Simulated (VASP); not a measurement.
Band structure of CrB (sg63). Level of theory: PBEsol GGA, VASP's PBE PAW potentials (set 64) (plane waves; VASP).

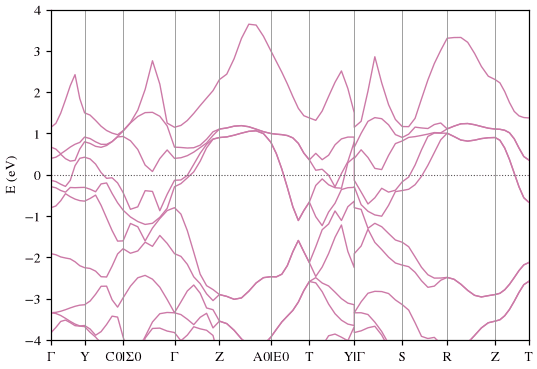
Figure. Bands along high-symmetry lines, zero at the valence-band maximum or, without a gap, the Fermi level

Question: Read the plot: is there a gap, and where are the band edges?

Answer: It has no gap at this level: it comes out as a metal or semimetal. (Edges off the drawn lines would not show.)

The compound is CrB in the sg63 structure. It was relaxed first, which changed the volume by -5 %. The run is not spin-polarised, so no magnetic state was tried.
